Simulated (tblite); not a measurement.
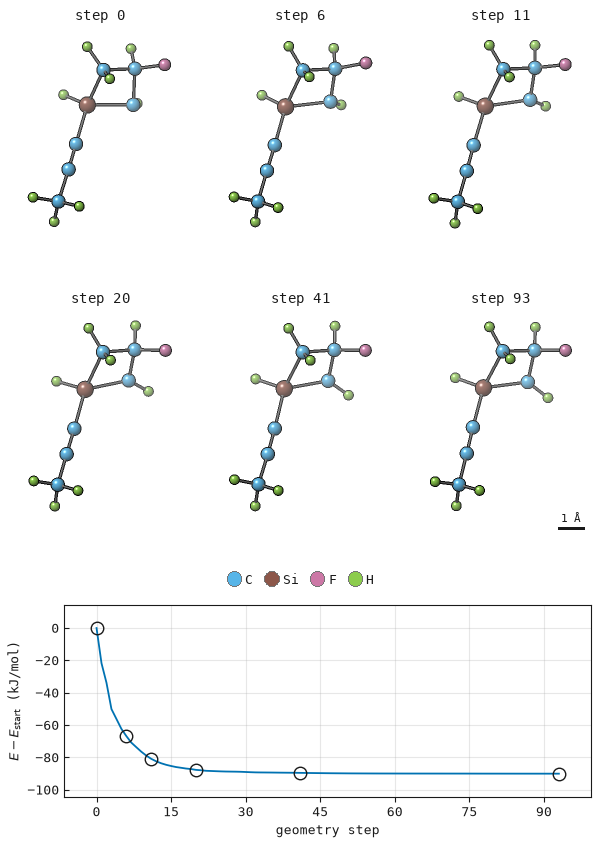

Frames of a relaxation of C6H8FSi (multiplicity 2), marked on the history of the run. Style: ball-and-stick. Shown from a free direction.

All numbers below come from GFN2-xTB geometry optimisation, gas phase in tblite 0.8.0. 

What happens along the run?

Answer. The largest move after the best rigid fit is that of an H atom, 0.76 Å. By element the largest moves are H 0.76 Å, C 0.39 Å, Si 0.16 Å, F 0.14 Å. Some distances before and after: C–Si 1.851 → 1.925 Å, C–C 1.536 → 1.484 Å, C–C 1.495 → 1.444 Å, C–H 1.122 → 1.090 Å. Bond angles that change, for instance: Si–C–H 112.5° → 137.6°, C–C–H 110.0° → 122.7°, H–C–H 117.3° → 108.4°. After 93 geometry steps the energy has fallen by 90.0 kJ/mol. The run took 0.67 s on 1 thread of Intel(R) Xeon(R) Platinum 8488C, with other jobs on the host. From step 0 to 6: a C atom moves most (0.20 Å), energy −66.8 kJ/mol. From step 6 to 11: an H atom moves most (0.19 Å), energy −14.0 kJ/mol. From step 11 to 20: an H atom moves most (0.21 Å), energy −6.84 kJ/mol. From step 20 to 41: an H atom moves most (0.22 Å), energy −1.85 kJ/mol. From step 41 to 93: an H atom moves most (0.15 Å), energy −0.50 kJ/mol.

| step | E − E(0), kJ/mol |
| --- | --- |
| 0 | 0.00 |
| 1 | -21.76 |
| 2 | -33.82 |
| 3 | -50.09 |
| 4 | -56.19 |
| 5 | -62.33 |
| 6 | -66.82 |
| 7 | -70.83 |
| 8 | -73.66 |
| 9 | -76.44 |
| 10 | -78.84 |
| 14 | -84.55 |
| 19 | -87.18 |
| 23 | -88.37 |
| 27 | -88.75 |
| 32 | -89.23 |
| 36 | -89.36 |
| 41 | -89.53 |
| 45 | -89.69 |
| 49 | -89.81 |
| 54 | -89.89 |
| 58 | -89.93 |
| 62 | -89.94 |
| 67 | -89.96 |
| 71 | -89.97 |
| 76 | -89.99 |
| 80 | -90.00 |
| 84 | -90.01 |
| 89 | -90.02 |
| 93 | -90.03 |
